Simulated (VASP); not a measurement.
Consider the following.

```
MgSnAs2
1.0
   -3.00958     3.00958     5.89035
    3.00958    -3.00958     5.89035
    3.00958     3.00958    -5.89035
Mg Sn As
2 2 4
Direct
  0.25000   0.75000   0.50000
  0.50000   0.50000   0.00000
  0.00000   0.00000   0.00000
  0.75000   0.25000   0.50000
  0.12655   0.12500   0.50155
  0.87500   0.37655   0.00155
  0.62345   0.62500   0.49845
  0.37500   0.87345   0.99845
```

These are LDA (Ceperley-Alder, Perdew-Zunger), VASP's LDA PAW potentials (set 64) (plane waves; VASP) values and carry that method's errors. Settings: 400 eV cut-off, 6×6×6 Γ-centred mesh, tetrahedra with Blöchl corrections, potentials Mg Sn_d As.

Unless said otherwise, spin-orbit coupling is left out, though it shifts the bands of the heavy elements here.

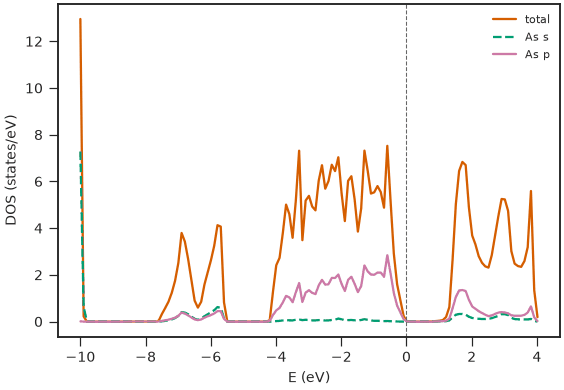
Fig. 1. Total and projected density of states, zero at the valence-band maximum

Within 2 eV below the valence-band maximum the largest weight inside VASP's projection spheres is As p, then Sn p.

The gap is direct, 0.53 eV, from the valence maximum at Γ to the conduction minimum at Γ.

The structure comes from a computed database's MgSnAs2 entry (I-42d); how it stands against other phases isn't given here. It was relaxed first.
